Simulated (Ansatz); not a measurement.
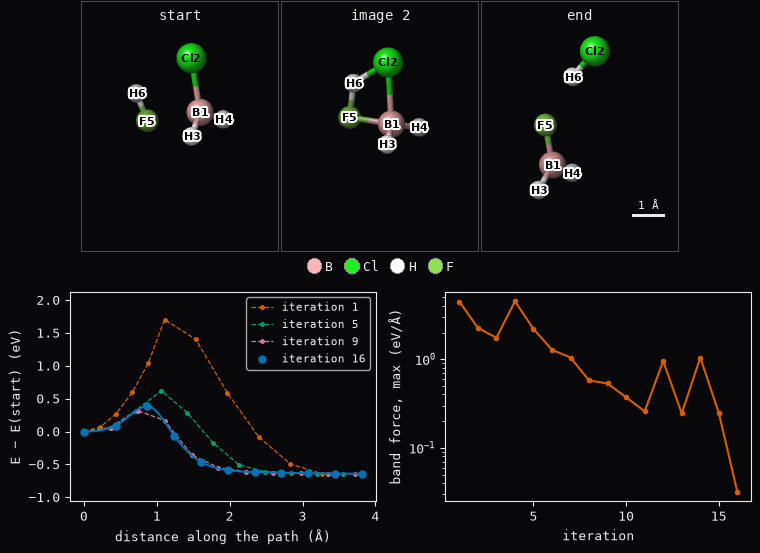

A search for the minimum-energy path of BH3ClF by the nudged elastic band. Images are numbered from 0 (start) to 10 (end). The plot follows the band through its iterations. The picture is a ball-and-stick view, seen at a tilt.

All numbers below come from RKS B3LYP-D4/6-31G* (Ansatz 0.2.0). Settings: 9 movable images; climbing image; force threshold 0.05 eV/Å; iteration limit 60; starting path through a guess of the saddle point.

Judge this run.

The result is final at these settings. The band converged in 16 iterations. The largest component of the band force went from 4.5 to 0.032 eV/Å. The climbing image converged on the top of the path. Its vibrational analysis gives one imaginary mode (941i cm⁻¹), as a transition state must have. The first iteration put the highest image at 1.70 eV. Forward barrier 0.38 eV, backward barrier 1.03 eV, with image 2 at the top; the reaction energy is −0.64 eV.

Cost: 3.8 min on 1 thread of Arm Neoverse V1, with other jobs on the host, peak memory 0.1 GiB.
